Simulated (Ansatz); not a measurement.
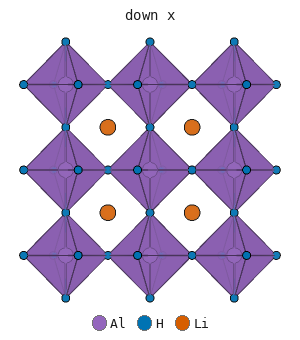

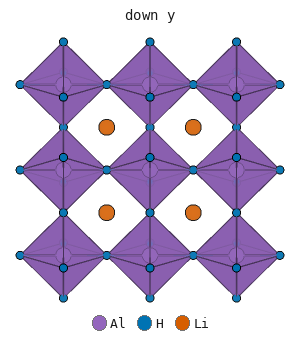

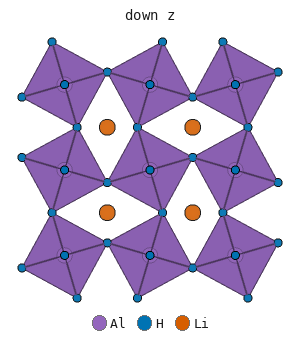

Blocks of 3 × 3 × 3 octahedra, seen down the three pseudocubic axes x, y and z (centre-to-centre directions).

System LiAlH₃; source of the atomic positions: the geometry relaxed with DFT PBE, scalar-relativistic, plane waves, PAW in Ansatz; the starting structure was generated, so it need not be a known form of this composition.

Q: Which atoms centre the octahedra, which link them, and which fill the cavities?

A: Al at the centres, H at the shared corners, Li in the cavities: a perovskite-type framework of corner-sharing octahedra.

Q: How are the octahedra tilted about each axis, and what is the Glazer symbol?

A: About x: no tilt; about y: no tilt; about z: in phase, 16.4°. Glazer symbol a⁰a⁰c⁺ (angles are the components of the best-fitting rigid rotation, averaged over the octahedra).

Q: What are the Al–H–Al angles?

A: Along x: 147.2°; along y: 147.2°; along z: 180.0°.

Q: Which space group does the whole structure have?

A: P4/mbm (No. 127).
